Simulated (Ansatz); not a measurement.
Pressure series in Mo

The parent structure is Mo in the bcc (W type) structure (space group Im-3m, No. 229).

```xyz
1
Lattice="-1.5557 1.5557 1.5557 1.5557 -1.5557 1.5557 1.5557 1.5557 -1.5557" Properties=species:S:1:pos:R:3 pbc="T T T"
Mo     0.0000     0.0000     0.0000
```

Cell and atoms are relaxed at each pressure.

Level of theory: LDA, PAW, 420 eV (Ansatz, a quantum-chemistry and plane-wave program; no SOC).

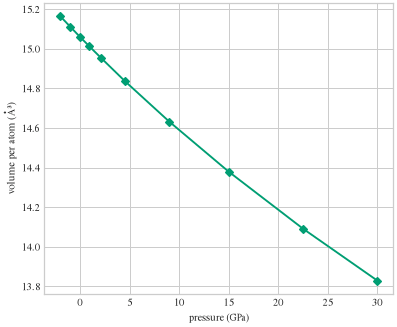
Figure: Volume per atom against pressure

```csv
pressure (GPa),volume per atom
-2,15.17 Å³
-1,15.11 Å³
0.9,15.01 Å³
2.1,14.96 Å³
4.5,14.84 Å³
9,14.63 Å³
15,14.38 Å³
22.5,14.09 Å³
30,13.83 Å³
```

Load acts through the strain it causes; cell and atoms are relaxed under it. Stability against distortions was not tested. No other phases were tried under pressure. The final runs are not spin-polarised.
